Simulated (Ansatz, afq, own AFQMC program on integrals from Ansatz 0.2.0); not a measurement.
**SiH4F (doublet): quantum Monte Carlo beside coupled cluster at distance Si1–H5 along a hydrogen transfer = 1.627 Å, cc-pVTZ**

How near does AFQMC come to the top of the ladder for SiH4F (doublet)?

Computed with Ansatz 0.2.0, Gaussian basis, and an in-house AFQMC program (afq) on its integrals; all values are calculated. Level: cc-pVTZ, frozen cores.

Plan: PBE (unrestricted); r2SCAN (unrestricted); CCSD(T) on UHF; PBE0 (unrestricted); B3LYP (unrestricted); wB97M-V (unrestricted); B2PLYP (unrestricted); Phaseless AFQMC, CISD trial on UHF.

## (1) The geometry

The geometry derives from fragments relaxed apart (PBE0/def2-TZVP) and kept rigid, so it is no stationary point. A hydrogen atom is moved between rigid fragments.

6 atoms, charge 0, spin multiplicity 2.

Atoms are counted from 1 here; the program's logs count them from 0.

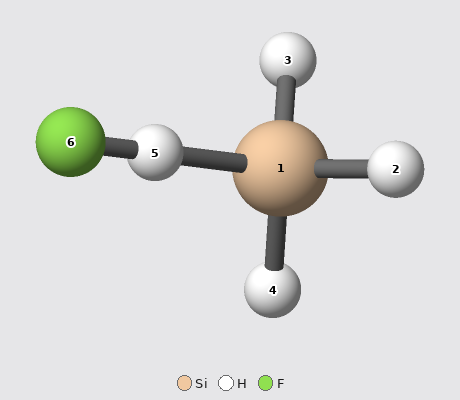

The structure; silicon light orange, hydrogen white, fluorine green; atoms are numbered from 1 in the order of the file.

## (2) PBE (unrestricted)

in.yaml

```yaml
crystal:
  periodic: [false, false, false]
  atoms:
    - {symbol: Si, position_ang: [-1.013020, 0.000000, 0.000000]}
    - {symbol: H, position_ang: [-1.507892, 1.399708, 0.000000]}
    - {symbol: H, position_ang: [-1.507891, -0.699854, 1.212183]}
    - {symbol: H, position_ang: [-1.507892, -0.699854, -1.212183]}
    - {symbol: H, position_ang: [0.613980, 0.000000, 0.000000]}
    - {symbol: F, position_ang: [1.704980, 0.000000, 0.000000]}
basis:
  gaussian: {orbitals: cc-pVTZ}
magnetization: {spin_polarized: true, initial_magnetization: 1}
hamiltonian: {xc: {name: PBE}}
output: {orbitals: {seedname: orbitals}}
```

Command:

```bash
> ansatz run in.yaml --threads 1 --pin off --events-out ev --progress --plain --max-ram 8192MiB --backend cpu
```

Log:

```text
Functional definition: PBE
  name "PBE"
  cite "Perdew, Burke & Ernzerhof, Phys. Rev. Lett. 77, 3865 (1996) doi:10.1103/PhysRevLett.77.3865"
  parent pbe
  parameter kappa = 0.804
  parameter beta = 0.06672455060314922
  exchange = pbe_x(kappa = kappa, mu = beta*pi^2/3)
  correlation = pbe_c(beta = beta)
661 factors; their error is unknown
mean field evaluation 1: about -10650.1784 eV, gradient 2.2e1 eV
mean field evaluation 2: about -10644.3774 eV, gradient 5.0e1 eV
mean field evaluation 4: about -10651.8478 eV, gradient 1.3e0 eV
mean field evaluation 8: about -10651.8244 eV, gradient 1.9e-2 eV
mean field evaluation 16: about -10651.8244 eV, gradient 2.0e-5 eV
mean field -10651.82441773 eV, -391.4473272857 hartree, gradient 2.0e-5 eV, S^2 0.752337; 0 other end points of the search recorded, 0 dependent functions left out
reference -10651.82445148 eV, -391.4473285259 hartree; 14, 13 occupied and 106, 107 virtual orbitals, 661 factors
Total energy: -10651.82445148 eV, -391.4473285259 hartree
```

It took 1.7 s on 1 thread of AMD EPYC 7R13 (Zen 3), shared host; peak memory 2.1 GiB.

From the report: ⟨S²⟩ of the determinant 0.752 (pure doublet: 0.75).

## (3) r2SCAN (unrestricted)

in.yaml, as its differences from that of step 2:

```diff
@@ -12,3 +12,2 @@
 magnetization: {spin_polarized: true, initial_magnetization: 1}
-hamiltonian: {xc: {name: PBE}}
-output: {orbitals: {seedname: orbitals}}
+hamiltonian: {xc: {name: r2SCAN}}
```

Same command.

Log:

```text
Functional definition: r2SCAN
  name "r2SCAN"
  cite "Furness, Kaplan, Ning, Perdew & Sun, J. Phys. Chem. Lett. 11, 8208 (2020) doi:10.1021/acs.jpclett.0c02405"
  cite "Furness, Kaplan, Ning, Perdew & Sun, J. Phys. Chem. Lett. 11, 9248 (2020) doi:10.1021/acs.jpclett.0c03077"
  parent r2scan
  parameter k0 = 0.174
  parameter k1 = 0.065
  parameter a1 = 4.9479
  exchange = r2scan_x(k0 = k0, k1 = k1, a1 = a1)
  correlation = r2scan_c
661 factors; their error is unknown
mean field evaluation 1: about -10655.3580 eV, gradient 2.2e1 eV
mean field evaluation 2: about -10651.2932 eV, gradient 4.3e1 eV
mean field evaluation 4: about -10656.8198 eV, gradient 1.1e0 eV
mean field evaluation 8: about -10656.7915 eV, gradient 2.4e-2 eV
mean field evaluation 16: about -10656.7915 eV, gradient 5.7e-5 eV
mean field -10656.79148538 eV, -391.6298636551 hartree, gradient 5.7e-5 eV, S^2 0.755461; 0 other end points of the search recorded, 0 dependent functions left out
reference -10656.79149640 eV, -391.6298640599 hartree; 14, 13 occupied and 106, 107 virtual orbitals, 661 factors
Total energy: -10656.79149640 eV, -391.6298640599 hartree
```

It took 3.5 s on 1 thread of AMD EPYC 7R13 (Zen 3), shared host; peak memory 2.1 GiB.

From the report: ⟨S²⟩ of the determinant 0.755 (pure doublet: 0.75).

## (4) CCSD(T) on UHF

in.yaml, as its differences from that of step 3:

```diff
@@ -12,2 +12,2 @@
 magnetization: {spin_polarized: true, initial_magnetization: 1}
-hamiltonian: {xc: {name: r2SCAN}}
+correlation: {method: ccsd_t, electrons: outside_noble_gas, hamiltonian_folder: ham}
```

Command:

```bash
> ansatz run in.yaml --threads 1 --pin off --events-out ev --progress --plain --max-ram 24576MiB --backend cuda --devices 0, --max-vram 18GiB
```

Log, cut to the lines that bear on the results:

```text
Functional definition: HF
  name "HF"
  cite "Fock, Z. Phys. 61, 126 (1930) doi:10.1007/BF01340294"
  parent pbe
[...]
701 factors; integrals over basis functions are off by at most 1.0e-3 eV
[...]
mean field -10630.19004461 eV, -390.6522787377 hartree, gradient 2.9e-6 eV, S^2 0.770458; 1 other end points of the search recorded, 0 dependent functions left out
determinant -10630.19004461 eV, -390.6522787377 hartree, with singles and doubles -10641.96682342 eV, -391.0850673765 hartree
determinant -10626.74725850 eV, -390.5257586818 hartree, with singles and doubles -10637.72932821 eV, -390.9293422998 hartree
6 core orbitals not correlated: weight in the atoms' cores, before any rotation towards them, 1.000 or more for the frozen orbitals, at most 0.000 for the correlated occupied ones
reference -10630.19004461 eV, -390.6522787377 hartree; 8, 7 occupied and 106, 107 virtual orbitals, 701 factors
second order -10.89138221 eV of doubles, -0.00000000 eV of singles
cycle   1  -11.65086959 eV  change    -1.4e0 eV  update   2.2e-2
[...]
cycle   9  -11.67829196 eV  change    6.8e-6 eV  update   8.6e-6
perturbative correction -0.32605571 eV, -0.0119823264 hartree
Total energy: -10642.19439228 eV, -391.0934303777 hartree
```

Wall time 6 s (1 × NVIDIA H100 80GB HBM3 with 1 thread of AMD EPYC 7R13 (Zen 3), shared host); peak host memory 2.1 GiB.

From the report: ⟨S²⟩ of the determinant 0.770 (pure doublet: 0.75); correlation -12.0043 eV; T1 0.016; largest double amplitude 0.03.

This run also writes the integrals to the folder ham.

## (5) PBE0 (unrestricted)

in.yaml, as its differences from that of step 4:

```diff
@@ -12,2 +12,3 @@
 magnetization: {spin_polarized: true, initial_magnetization: 1}
-correlation: {method: ccsd_t, electrons: outside_noble_gas, hamiltonian_folder: ham}
+hamiltonian: {xc: {name: PBE0}}
+output: {orbitals: {seedname: orbitals}}
```

Command:

```bash
> ansatz run in.yaml --threads 1 --pin off --events-out ev --progress --plain --max-ram 8192MiB --backend cpu
```

Log:

```text
Functional definition: PBE0
  name "PBE0"
  cite "Adamo & Barone, J. Chem. Phys. 110, 6158 (1999) doi:10.1063/1.478522"
  cite "Perdew, Burke & Ernzerhof, Phys. Rev. Lett. 77, 3865 (1996) doi:10.1103/PhysRevLett.77.3865"
  parent pbe
  parameter a = 0.25
  parameter kappa = 0.804
  parameter beta = 0.06672455060314922
  exchange = (1 - a)*pbe_x(kappa = kappa, mu = beta*pi^2/3) + a*exact_x
  correlation = pbe_c(beta = beta)
670 factors; their error is unknown
mean field evaluation 1: about -10651.1889 eV, gradient 2.1e1 eV
mean field evaluation 2: about -10648.7472 eV, gradient 3.7e1 eV
mean field evaluation 4: about -10652.5342 eV, gradient 6.0e-1 eV
mean field evaluation 8: about -10652.5683 eV, gradient 1.3e-1 eV
mean field evaluation 16: about -10652.5684 eV, gradient 1.5e-5 eV
mean field -10652.56837741 eV, -391.4746672995 hartree, gradient 1.5e-5 eV, S^2 0.754563; 0 other end points of the search recorded, 0 dependent functions left out
reference -10652.56840285 eV, -391.4746682346 hartree; 14, 13 occupied and 106, 107 virtual orbitals, 670 factors
Total energy: -10652.56840285 eV, -391.4746682346 hartree
```

Run time: 2.4 s. Hardware: 1 thread of AMD EPYC 7R13 (Zen 3), shared host; peak memory 2.1 GiB.

From the report: ⟨S²⟩ of the determinant 0.755 (pure doublet: 0.75).

## (6) B3LYP (unrestricted)

in.yaml, as its differences from that of step 5:

```diff
@@ -12,3 +12,2 @@
 magnetization: {spin_polarized: true, initial_magnetization: 1}
-hamiltonian: {xc: {name: PBE0}}
-output: {orbitals: {seedname: orbitals}}
+hamiltonian: {xc: {name: B3LYP}}
```

Launched as before.

Log, cut to the lines that bear on the results:

```text
Functional definition: B3LYP
  name "B3LYP"
  cite "Stephens, Devlin, Chabalowski & Frisch, J. Phys. Chem. 98, 11623 (1994) doi:10.1021/j100096a001"
  cite "Becke, Phys. Rev. A 38, 3098 (1988) doi:10.1103/PhysRevA.38.3098"
  cite "Lee, Yang & Parr, Phys. Rev. B 37, 785 (1988) doi:10.1103/PhysRevB.37.785"
  cite "Vosko, Wilk & Nusair, Can. J. Phys. 58, 1200 (1980) doi:10.1139/p80-159"
[...]
670 factors; their error is unknown
[...]
mean field -10659.45598602 eV, -391.7277822476 hartree, gradient 1.1e-5 eV, S^2 0.753340; 0 other end points of the search recorded, 0 dependent functions left out
reference -10659.45620284 eV, -391.7277902154 hartree; 14, 13 occupied and 106, 107 virtual orbitals, 670 factors
Total energy: -10659.45620284 eV, -391.7277902154 hartree
```

Wall time 2.3 s (1 thread of AMD EPYC 7R13 (Zen 3), shared host); peak memory 2.1 GiB.

From the report: ⟨S²⟩ of the determinant 0.753 (pure doublet: 0.75).

## (7) wB97M-V (unrestricted)

in.yaml, as its differences from that of step 6:

```diff
@@ -12,2 +12,3 @@
 magnetization: {spin_polarized: true, initial_magnetization: 1}
-hamiltonian: {xc: {name: B3LYP}}
+hamiltonian: {xc: {name: wB97M-V}}
+output: {orbitals: {seedname: orbitals}}
```

Same command.

Log, cut to the lines that bear on the results:

```text
Functional definition: wB97M-V
  name "wB97M-V"
  cite "Mardirossian & Head-Gordon, J. Chem. Phys. 144, 214110 (2016) doi:10.1063/1.4952647"
  cite "Becke, J. Chem. Phys. 107, 8554 (1997) doi:10.1063/1.475007"
  cite "Vydrov & Van Voorhis, J. Chem. Phys. 133, 244103 (2010) doi:10.1063/1.3521275"
  # Of w^i u^j: cxij and so on, Table III.
[...]
  gx(w, u) = 1 - cx + cx01*u + cx10*w
  gss(w, u) = css00 + css04*u^4 + css10*w + css20*w^2 + css43*w^4*u^3
  gos(w, u) = cos00 + cos10*w + (cos20 + cos21*u)*w^2 + (cos60 + cos61*u)*w^6
[...]
      + integral(e_c_pw_mod_opposite_spin*gos(b97_w_opposite, b97_u_opposite)) + vv10(b, c)
670 factors; their error is unknown
163 factors; integrals over basis functions are off by at most 1.5e-5 eV
[...]
mean field -10656.70180288 eV, -391.6265678840 hartree, gradient 3.3e-5 eV, S^2 0.753093; 0 other end points of the search recorded, 0 dependent functions left out
reference -10656.70184052 eV, -391.6265692673 hartree; 14, 13 occupied and 106, 107 virtual orbitals, 670 factors
Total energy: -10656.70184052 eV, -391.6265692673 hartree
```

Run time: 7 s. Hardware: 1 thread of AMD EPYC 7R13 (Zen 3), shared host; peak memory 2.1 GiB.

From the report: ⟨S²⟩ of the determinant 0.753 (pure doublet: 0.75).

## (8) B2PLYP (unrestricted)

in.yaml, as its differences from that of step 7:

```diff
@@ -12,3 +12,3 @@
 magnetization: {spin_polarized: true, initial_magnetization: 1}
-hamiltonian: {xc: {name: wB97M-V}}
-output: {orbitals: {seedname: orbitals}}
+hamiltonian: {xc: {name: B2PLYP}}
+correlation: {electrons: outside_noble_gas}
```

Launched as before.

Log, cut to the lines that bear on the results:

```text
Functional definition: B2PLYP
  name "B2PLYP"
  cite "Grimme, J. Chem. Phys. 124, 034108 (2006) doi:10.1063/1.2148954"
  cite "Becke, Phys. Rev. A 38, 3098 (1988) doi:10.1103/PhysRevA.38.3098"
  cite "Lee, Yang & Parr, Phys. Rev. B 37, 785 (1988) doi:10.1103/PhysRevB.37.785"
[...]
701 factors; integrals over basis functions are off by at most 1.0e-3 eV
[...]
mean field -10650.15680229 eV, -391.3860435485 hartree, gradient 5.6e-6 eV, S^2 0.758653; 0 other end points of the search recorded, 0 dependent functions left out
6 core orbitals not correlated: weight in the atoms' cores, before any rotation towards them, 1.000 or more for the frozen orbitals, at most 0.000 for the correlated occupied ones
reference -10650.15693964 eV, -391.3860485962 hartree; 8, 7 occupied and 106, 107 virtual orbitals, 701 factors
second order -13.12006337 eV of doubles, -0.00000000 eV of singles
Total energy: -10653.69935675 eV, -391.5162300238 hartree
```

It took 3.3 s on 1 thread of AMD EPYC 7R13 (Zen 3), shared host; peak memory 2.1 GiB.

From the report: ⟨S²⟩ of the determinant 0.759 (pure doublet: 0.75).

## (9) Phaseless AFQMC, CISD trial on UHF

It reads the integrals that the CCSD(T) run on this determinant wrote.

Command:

```bash
> afq ham --method phaseless --trial cisd --walkers 600 --populations 10 --least-time 60 --time-step 0.005 --steps-per-block 50 --equilibration-blocks 28 --max-blocks 4000 --target-error 0.00023 --factor-cut 1e-05 --start spin_pure --seed 4711 --release-times 0.24,0.51,0.99,1.5 --release-step 0.03 --release-every 4 --taylor-order 6
```

Log:

```text
orbitals 114  electrons 8 7  factors 696 of 701
reference energy -390.65227874 Eh
CCSD correlation -0.42916926 Eh in 13 cycles, weight of the determinant in the CISD state 0.8723
energy of the start -391.079972 Eh
 block  time / (1/Eh)  mean weight  energy / Eh
     1     0.250  0.9994  -391.076551
     2     0.500  1.0008  -391.084079
     3     0.750  0.9991  -391.086565
     4     1.000  1.0012  -391.090949
     5     1.250  0.9999  -391.090359
     6     1.500  0.9999  -391.089985
     7     1.750  1.0011  -391.092571
     8     2.000  0.9990  -391.091510
     9     2.250  0.9996  -391.093251
    10     2.500  0.9998  -391.094638
    13     3.250  1.0001  -391.094713
    17     4.250  1.0003  -391.095673
    21     5.250  1.0012  -391.097661
    25     6.250  1.0006  -391.092092
    29     7.250  1.0006  -391.095864
    33     8.250  1.0002  -391.092789
    37     9.250  1.0004  -391.092532
    41    10.250  0.9993  -391.096547
    45    11.250  0.9995  -391.093237
    49    12.250  1.0005  -391.095175
    53    13.250  1.0004  -391.093478
    57    14.250  1.0013  -391.092467
    61    15.250  1.0011  -391.094567
    65    16.250  1.0010  -391.094727
    69    17.250  0.9998  -391.095717
    73    18.250  1.0008  -391.092866
    77    19.250  1.0014  -391.095677
    81    20.250  0.9986  -391.095022
    85    21.250  1.0011  -391.094393
    89    22.250  0.9996  -391.093569
    93    23.250  1.0002  -391.094023
    97    24.250  0.9997  -391.097232
   101    25.250  1.0012  -391.097713
   105    26.250  1.0009  -391.094366
   109    27.250  1.0014  -391.091521
   113    28.250  1.0024  -391.090929
   117    29.250  1.0006  -391.094632
   121    30.250  1.0005  -391.099080
   125    31.250  0.9993  -391.096160
   129    32.250  1.0003  -391.091599
   133    33.250  0.9995  -391.092405
   137    34.250  1.0017  -391.093737
   141    35.250  1.0010  -391.092720
   145    36.250  0.9994  -391.093698
   149    37.250  1.0016  -391.090949
   153    38.250  1.0002  -391.095539
   157    39.250  1.0004  -391.093297
   161    40.250  1.0012  -391.091830
   165    41.250  1.0004  -391.090977
   169    42.250  1.0007  -391.096113
   173    43.250  1.0004  -391.091193
   177    44.250  1.0009  -391.097392
   181    45.250  1.0001  -391.093835
   185    46.250  0.9989  -391.092409
   189    47.250  1.0002  -391.096927
   193    48.250  0.9988  -391.094102
   197    49.250  0.9996  -391.101432
error from the spread of 10 populations
released: time / (1/Eh)  energy / Eh  error  mean overlap
  0.24  -391.094933  0.000253  0.9920
  0.51  -391.095057  0.000265  0.9799
  0.99  -391.095132  0.000235  0.9622
  1.50  -391.095314  0.000609  0.9447
energy -391.094221 +/- 0.000227 Eh
```

Wall time 2.1 min (1 × NVIDIA H100 80GB HBM3 with 2 threads of AMD EPYC 7R13 (Zen 3), shared host); peak host memory 2.1 GiB.

Energy -10642.2159 ± 0.0062 eV. Caveats: constraint bias not in the error.

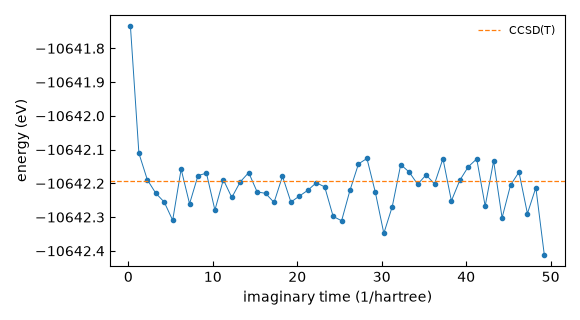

Block energies along the walk.

## (10) All levels side by side

On the UHF determinant, counted from CCSD(T) (a yardstick, not exact):

```tsv
level	energy (eV)	from CCSD(T) (meV)	statistical error (meV)	time
HF	-10630.1900	+12004.3		
MP2	-10641.0814	+1113.0		
CCSD	-10641.8683	+326.1		
CCSD(T)	-10642.1944	0.0		
Phaseless AFQMC, CISD trial, step 0.005, 600 walkers	-10642.2159	-21.5	6.2	2.1 min
```

The functionals' totals stand on their own zeros and serve differences with other points: PBE -10651.824 eV; r2SCAN -10656.791 eV; PBE0 -10652.568 eV; B3LYP -10659.456 eV; wB97M-V -10656.702 eV; B2PLYP -10653.699 eV.

## (11) Outcome

| quantity | value |
| --- | --- |
| Phaseless AFQMC, CISD trial on UHF from CCSD(T) | -21.5 ± 6.2 meV |

What this shows: On UHF the phaseless walk with the CISD trial lies -21.5 meV from CCSD(T), 3 times its error bar. Error bars are statistical and leave out the constraint, the time step and what remains of the start.
